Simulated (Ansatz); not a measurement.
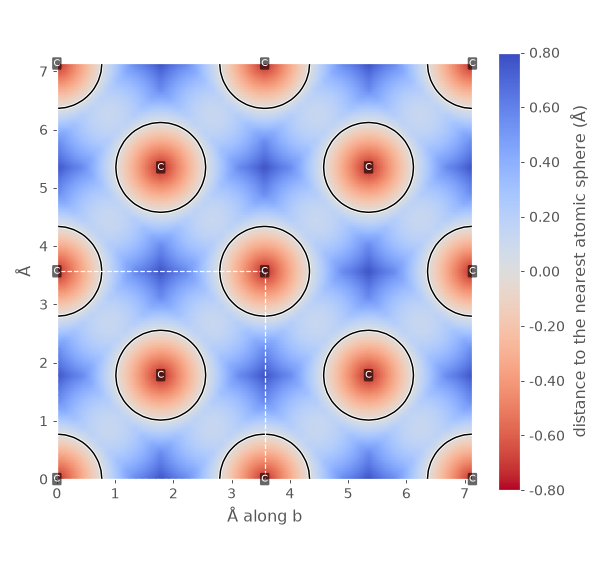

Map of the distance to the nearest atomic sphere in C (Fd-3m), computed on the section x = 0.000 (parallel to b and c; the dashed line is one cell). The black line marks the spheres' surfaces; positive values are empty space; unlabelled circles belong to atoms above or below the section.

Atoms are hard spheres with touching radii (half the shortest distance): C 0.77 Å.

Origin of the cell: a calculation's input that goes back to an entry of the Crystallography Open Database (an earlier step may have relaxed or displaced it).

Space group Fd-3m:1 (No. 227). a = 3.567 Å, b = 3.567 Å, c = 3.567 Å, α = 90.00°, β = 90.00°, γ = 90.00°
```csv
atom,site,symmetry,x,y,z
C,8a,-43m,0.0000,0.0000,0.0000
```

**Where is the largest hole in this section, and how large is it?**

At 0.000, 0.000, 0.500 (fractional), where the distance reaches 0.77 Å; it is enclosed by 4 C (then 6 C) in a tetrahedral arrangement. It is the largest hole of the crystal.

**How much of the crystal lies outside the spheres?**

About 66 % of the cell's volume, and 71 % of this section's area.

**What can pass through?**

The largest sphere that fits anywhere has a diameter of 1.54 Å; the largest that can travel through the crystal, about 1.4 Å.
